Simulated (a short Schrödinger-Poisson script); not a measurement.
Stack: gated Al0.33Ga0.67N/GaN polarisation-induced gas, at 77 K.

| layer | material | thickness (nm) | Na (cm⁻³) |
|---|---|---|---|
| 1 | Al0.33Ga0.67N | 10 | - |
| 2 | GaN | 6000 | 1e16 |

Constants are typed, rounded textbook-type inputs, not results; the design itself was drawn at random and stands for no fabricated device. Al0.33Ga0.67N: permittivity 9.3, conduction-band edge (eV) 0.462, gap (eV) 4.09, electron mass (mₑ) 0.24, Nv at 300 K (cm⁻³) 4.6e19. GaN: permittivity 9.5, conduction-band edge (eV) 0, gap (eV) 3.43, Nv at 300 K (cm⁻³) 4.6e19.

Channel valleys (confinement mass, in-plane density-of-states mass, number): Γ 0.2, 0.2, 1. At the gate the conduction-band edge of layer 1 lies 1.07 eV − eVg above the Fermi level of the channel; the field vanishes at the back. Sheet of polarisation charge: +1.6e13 e/cm² at 10 nm from the gate. The barrier under the gate holds no holes. Gaps are held at their typed values at every temperature. Mesh 0.08 nm at interfaces.

Solved with a short Schrödinger-Poisson script written for these runs: 1D Poisson equation in equilibrium, electrons quantum, Hartree (BenDaniel-Duke, 40 states a valley, the channel's in-plane mass for all, wave functions free to enter the barrier), parabolic valleys, classical holes, full ionisation, no traps, pinning or gate leakage.

Only gate voltages with over 1e8 electrons/cm² are shown.

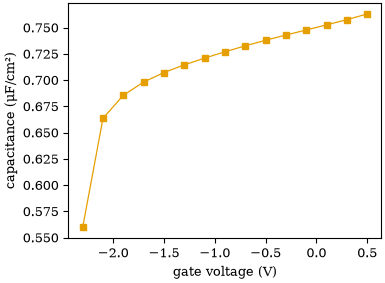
Figure. Quasi-static capacitance against gate voltage

| Vg (V) | electrons (cm⁻²) | in the channel layer | C (μF/cm²) | Γ E0 (meV) | Γ E1 (meV) |
|---|---|---|---|---|---|
| 0.5 | 1.27e13 | 1.16e13 | 0.763 | -141.3 | -9.5 |
| 0.1 | 1.08e13 | 1.00e13 | 0.753 | -122.6 | -4.1 |
| -0.3 | 8.96e12 | 8.43e12 | 0.743 | -103.5 | 1.8 |
| -0.7 | 7.12e12 | 6.79e12 | 0.733 | -83.8 | 9.5 |
| -1.1 | 5.30e12 | 5.12e12 | 0.721 | -63.2 | 20.0 |
| -1.5 | 3.52e12 | 3.44e12 | 0.707 | -42.1 | 32.0 |
| -1.9 | 1.78e12 | 1.76e12 | 0.686 | -21.0 | 43.2 |
| -2.3 | 1.49e11 | 1.48e11 | 0.560 | 7.8 | 59.9 |

Subbands count from the Fermi level.
